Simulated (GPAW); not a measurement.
**Run report: AlBrClF, property calculation**

System: AlBrClF, SMILES [F][Al]([Cl])[Br].
Method: LDA (PW92)/sz(dzp), scalar-relativistic datasets (GPAW 26.7.0).

The geometry comes from this level: PBE0-D4/def2-TZVP.

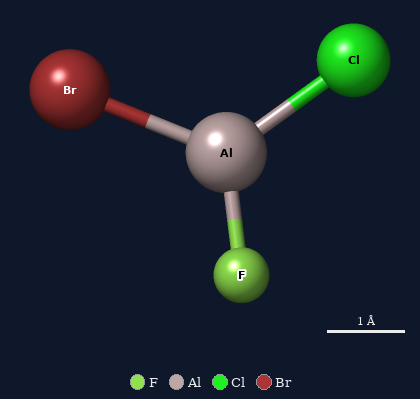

The structure (ball-and-stick view, seen on its broad side). Sticks mark near contacts.

Results in brief

| quantity | value |
| --- | --- |
| outcome | converged |
| energy relative to the program's reference atoms | −10.3250 eV |
| basis functions | 16 |
| largest force | 2.360 eV/Å |
| HOMO | −7.63 eV |
| LUMO | −2.53 eV |
| dipole moment | 0.22 D |
| hardware | 1 thread of Intel Xeon @ 2.60GHz (Ice Lake), 24 GiB of memory available, shared host |
| wall time | 4.8 s |
| peak memory | 0.33 GiB |

On so coarse a grid the energy depends on the position of the molecule, which gives spurious forces.

Input (sp.py)
```python
import numpy as np
from ase.io import read
from ase.units import Debye
from gpaw import GPAW

atoms = read('run.xyz')
atoms.center(vacuum=4.5)

gpaw_calc = GPAW(mode='lcao',
                 basis='sz(dzp)',
                 h=0.25,
                 xc='LDA',
                 maxiter=100,
                 symmetry='off',
                 txt='run.txt')
atoms.calc = gpaw_calc

energy = atoms.get_potential_energy()
print(f'Energy                  {energy:.5f} eV')
forces = atoms.get_forces()
print('Forces (eV/Ang)')
for symbol, f in zip(atoms.symbols, forces):
    print(f'{symbol:2} {f[0]:9.4f} {f[1]:9.4f} {f[2]:9.4f}')
dipole = atoms.get_dipole_moment() / Debye
print(f'Dipole: {np.linalg.norm(dipole):.3f} D')
homo, lumo = gpaw_calc.get_homo_lumo()
print(f'HOMO                    {homo:.3f} eV')
print(f'LUMO = {lumo:.3f} eV')
print(f'Gap                     {lumo - homo:.3f} eV')
```

File run.xyz
```
4

F      0.275800     0.531400     1.633000
Al     0.051600    -0.001400     0.105400
Cl     1.152700    -1.617400    -0.562500
Br    -1.424500     1.027000    -1.196100
```

Run as:
```bash
python3 sp.py
```

Output
```
Energy                  -10.32504 eV
Forces (eV/Ang)
F    -0.0474    0.8244    1.6014
Al   -0.2095    0.3072    0.1430
Cl    1.2855   -1.8225   -0.7706
Br   -1.3395    0.9284   -1.1686
Dipole: 0.221 D
HOMO                    -7.633 eV
LUMO = -2.534 eV
Gap                     5.099 eV
```

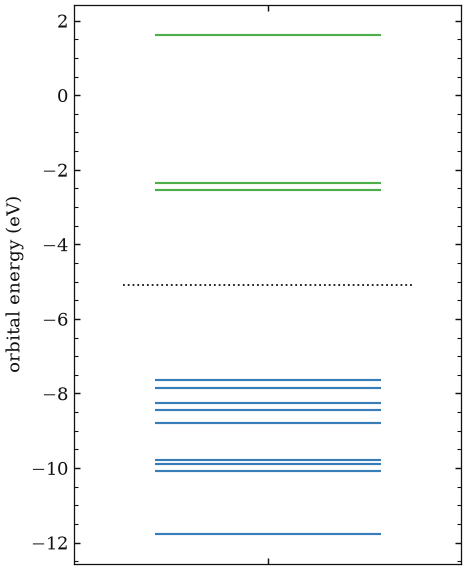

Orbital energies near the frontier; the dotted line parts filled from empty levels, and levels within 0.02 eV of each other stand side by side. Highest filled −7.63 eV, lowest empty −2.53 eV, 5.10 eV apart.
